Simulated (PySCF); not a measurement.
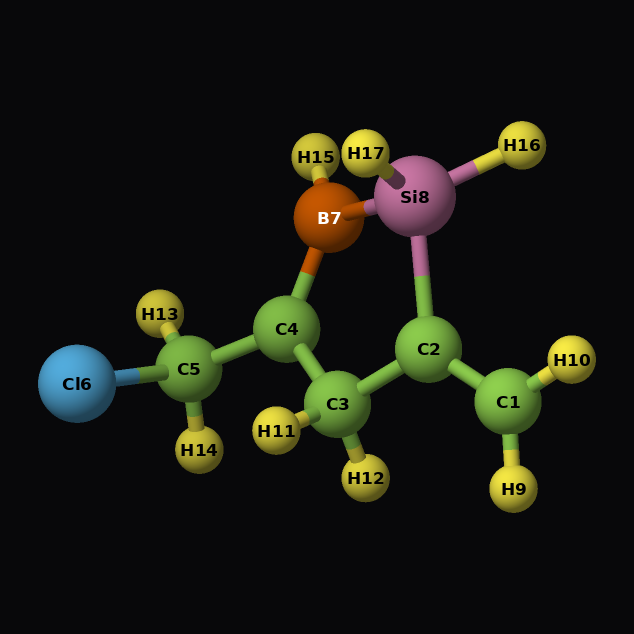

The species is neutral and a spin doublet. The computed structure is the end point of a GFN2-xTB optimisation. No frequency run is at hand to confirm it as a minimum. Method: UKS B3LYP, pcH-1 on B C Cl H Si, non-relativistic (PySCF 2.14.0).

Give the isotropic hyperfine couplings (Fermi-contact term alone) of C1, C2, C3, C4, C5, Cl6, B7, Si8, H9, H10, H11, H12, H13, H14, H15, H16, H17.

| atom | isotope | a_iso (MHz) |
| --- | --- | --- |
| C1 | 13C | −0.1 |
| C2 | 13C | 5.2 |
| C3 | 13C | −20.0 |
| C4 | 13C | 40.5 |
| C5 | 13C | −21.6 |
| Cl6 | 35Cl | 13.0 |
| B7 | 11B | −6.5 |
| Si8 | 29Si | 0.8 |
| H9 | 1H | 2.8 |
| H10 | 1H | 1.5 |
| H11 | 1H | 98.5 |
| H12 | 1H | 87.9 |
| H13 | 1H | 1.0 |
| H14 | 1H | 57.3 |
| H15 | 1H | 17.0 |
| H16 | 1H | 39.8 |
| H17 | 1H | 4.7 |

The geometry is semi-empirical. Around B, Si such bond lengths and angles can be off by a tenth of an ångström or more and by several degrees, and values that hang on the shape move with them.
